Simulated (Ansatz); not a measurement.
Reaction (SMILES): ClCCl + 2 [H][H] (H2) → C (CH4) + 2 Cl (HCl)
B3LYP-D3(BJ)/def2-TZVP geometries, fixed; electronic energies without zero-point terms.

Basis-set convergence of the energy of full hydrogenation at HF with Ansatz (a first-principles code). Cartesian d functions, on some or all atoms, in 6-31G**, 6-31+G*, 6-311+G**; all else is spherical. No added dispersion term, no relativity. Functions are those of the species that has most. Reference: the value in aug-pcseg-3, -52.30 kcal/mol, itself unsure by roughly 0.05 kcal/mol (its mean distance from aug-cc-pV(Q+d)Z, cc-pV(5+d)Z, def2-QZVPPD). Deviations are taken from unrounded values.

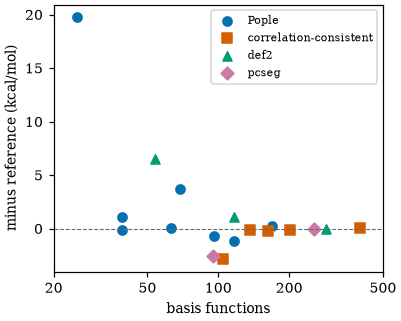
Figure: Deviation from the reference against the number of basis functions, by family of sets.

| basis | functions | energy of full hydrogenation (kcal/mol) | minus reference (kcal/mol) |
|---|---|---|---|
| STO-3G | 25 | -32.50 | 19.80 |
| 3-21G | 39 | -52.40 | -0.10 |
| 6-31G | 39 | -51.25 | 1.05 |
| def2-SV(P) | 54 | -45.76 | 6.55 |
| 6-31G** | 63 | -52.25 | 0.05 |
| 6-31+G* | 69 | -48.55 | 3.75 |
| aug-pcseg-1 | 95 | -54.85 | -2.55 |
| 6-311+G** | 96 | -52.95 | -0.65 |
| aug-cc-pV(D+d)Z | 105 | -55.18 | -2.88 |
| 6-311++G(2d,2p) | 117 | -53.47 | -1.17 |
| def2-TZVP | 117 | -51.25 | 1.05 |
| cc-pV(T+d)Z | 136 | -52.44 | -0.14 |
| jun-cc-pV(T+d)Z | 163 | -52.53 | -0.22 |
| 6-311++G(3df,3pd) | 169 | -52.05 | 0.25 |
| aug-cc-pV(T+d)Z | 202 | -52.44 | -0.14 |
| pcseg-3 | 254 | -52.33 | -0.03 |
| def2-QZVPPD | 287 | -52.30 | 0.00 |
| cc-pV(5+d)Z | 401 | -52.23 | 0.07 |
